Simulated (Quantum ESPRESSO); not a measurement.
**Cost against accuracy: K_POINTS for YMg14Zr (Amm2, 16 atoms in the cell)**

Cell: a = 10.3567 Å, b = 6.5288 Å, c = 6.5288 Å, α = 59.10°, β = 90.00°, γ = 90.00°.

Level of theory: PBEsol, SSSP 1.1.2 efficiency (PBE) pseudopotentials (plane waves; Quantum ESPRESSO 7.5).

Base settings: ecutwfc = 40 Ry; ecutrho = 320 Ry; occupations = smearing; smearing = fd; degauss = 0.0073499 Ry; input_dft = pbesol; potentials = {Y: Y_pbe_v1.uspp.F.UPF, Mg: Mg.pbe-n-kjpaw_psl.0.3.0.UPF, Zr: Zr_pbe_v1.uspp.F.UPF}; K_POINTS = automatic 3 5 5 1 1 1; conv_thr = 1e-10 Ry.

Misses are taken against the tightest run, automatic 4 7 7 1 1 1, which need not be fully converged itself. The energy is the free energy per atom.

The count of work is k-points × plane waves × bands × iterations; it is no time, and leaves out set-up, grids and terms that scale otherwise. Core times come from one kind of shared machine and are given to one figure; runs under 30 s give none.

The starting cell comes from a database of computed structures (which also holds hypothetical and non-ambient phases and stackings), without a prior relaxation at this level.

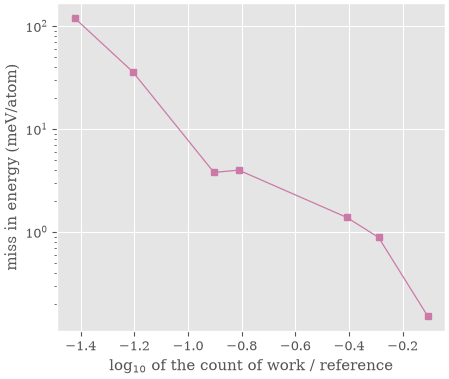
*Miss against the count of work; the reference run is not drawn, and misses under 0.1 meV/atom are drawn there.*

| K_POINTS | energy less reference (meV/atom) | pressure less reference (GPa) | largest difference in the force on any atom (eV/Å) | count of work / reference | core time / reference (rough) |
|---|---|---|---|---|---|
| automatic 1 1 1 1 1 1 | -119.94 | -0.74 | 0.347 | 0.038 | 0.3 |
| automatic 1 2 2 1 1 1 | -35.97 | -0.02 | 0.129 | 0.062 | 0.2 |
| automatic 2 3 3 1 1 1 | 3.80 | 0.08 | 0.080 | 0.12 | 0.2 |
| automatic 2 4 4 1 1 1 | 3.99 | 0.04 | 0.026 | 0.15 | 0.2 |
| automatic 3 4 4 1 1 1 | 1.39 | 0.00 | 0.033 | 0.39 | 0.4 |
| automatic 3 5 5 1 1 1 | -0.89 | -0.01 | 0.010 | 0.51 | 0.5 |
| automatic 3 6 6 1 1 1 | -0.15 | 0.01 | 0.013 | 0.78 | 0.8 |
| automatic 4 7 7 1 1 1 | 0.00 | 0.00 | 0.000 | 1.0 | 1 |

Coarsest setting among those run that, with all tighter ones, holds the energy within 10 meV/atom of the reference: automatic 2 3 3 1 1 1, off by 3.8 meV/atom; it needs 0.12 of the reference's count of work and about 0.2 of the reference's time.

Coarsest setting among those run that, with all tighter ones, holds the energy within 1 meV/atom of the reference: automatic 3 5 5 1 1 1, off by 0.89 meV/atom; its saving against the reference is no more than about a factor of 2 in the count of work.

The step from automatic 2 4 4 1 1 1 to automatic 3 6 6 1 1 1: it takes the miss in the energy from 4.0 to 0.15 meV/atom, for 5.1 times the count of work and roughly 4 times the time.
